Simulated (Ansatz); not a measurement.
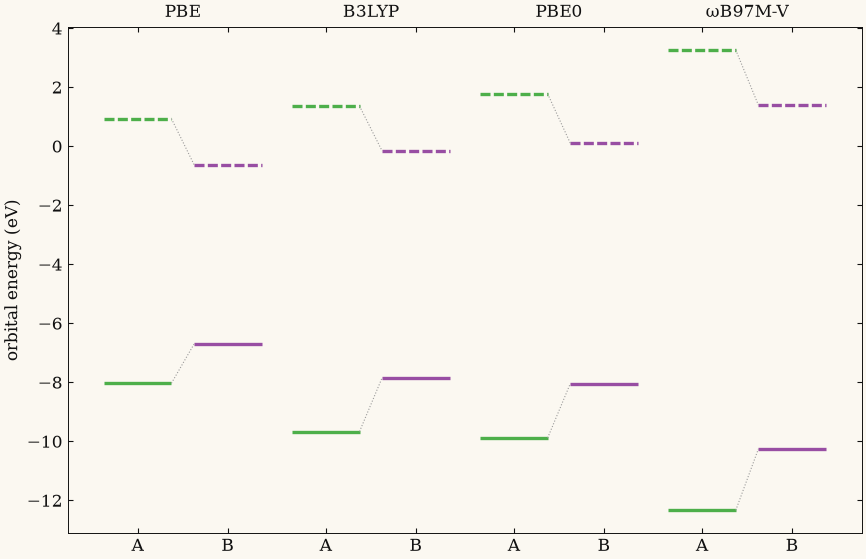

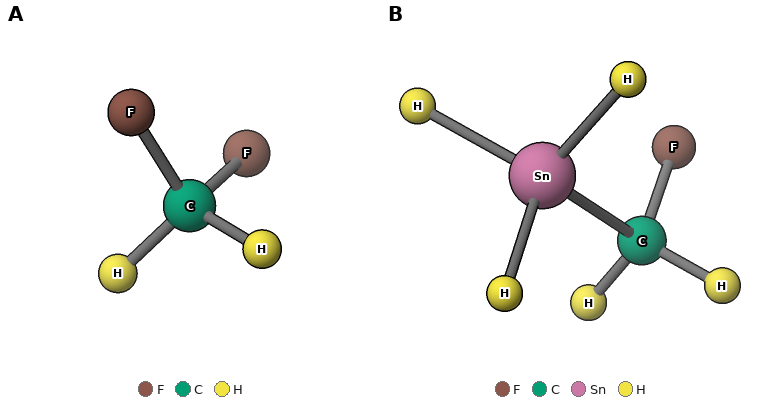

One change: A, CH₂F₂ (SMILES FCF), becomes B, CH₅FSn (SMILES F[CH2][SnH3]). F on C is replaced by SnH₃. HOMO (solid) and LUMO (dashed) computed in def2-TZVPP at PBE0-D4/def2-TZVP geometries, both minima by their frequencies, gas phase, the Ansatz code 0.2.0. Empty levels above zero depend strongly on the basis.

What does the change do to HOMO and LUMO?

PBE: the HOMO rises by 1.33 eV, the LUMO falls by 1.55 eV, and the separation goes from 8.97 to 6.09 eV. B3LYP: the HOMO rises by 1.82 eV, the LUMO falls by 1.52 eV, and the separation goes from 11.03 to 7.68 eV. PBE0: the HOMO rises by 1.83 eV, the LUMO falls by 1.67 eV, and the separation goes from 11.66 to 8.16 eV. ωB97M-V: the HOMO rises by 2.08 eV, the LUMO falls by 1.86 eV, and the separation goes from 15.60 to 11.66 eV.

Do the functionals agree on the effect?

They agree on the direction for both levels; the HOMO shift lies between 1.33 and 2.08 eV and the LUMO shift between −1.86 and −1.52 eV, while the separations themselves differ by up to 6.6 eV between functionals.

Caveats: core potentials past krypton; spin-orbit coupling is left out, and with Sn it can shift these values.
